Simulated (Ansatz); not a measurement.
H₄N₂Zn

```xyz
7

N    -1.3596   -0.6867   -0.9169
Zn    0.1380   -0.0454   -0.1206
N     1.5505    0.7740    0.6679
H    -1.5595   -1.6801   -0.8360
H    -1.5409   -0.4183   -1.8805
H     2.4554    0.3125    0.6352
H     1.4274    1.1351    1.6105
```

Method: RKS PBE0-D4/def2-SVP (Ansatz).

Predict the electron density and electron localisation function between the atoms.

Answer. Zn–N (1.81 Å): ρ at the midpoint is about 0.88 e/Å³; the ELF peaks at about 0.85 in the valence shell of N, 0.6 Å from its nucleus, and is about 0.30 at the midpoint.
N–H (1.02 Å): ρ at the midpoint is about 2.7 e/Å³; the ELF climbs to about 1 towards the hydrogen, as it does in any bond to H: an ordinary covalent bond to hydrogen.

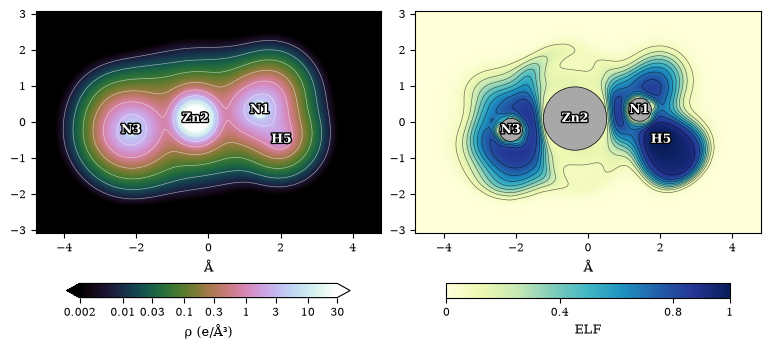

Computed electron density and electron localisation function on the plane of atoms Zn2, N1 and H5, in this order. Grey discs cover the atomic cores in the ELF map. 
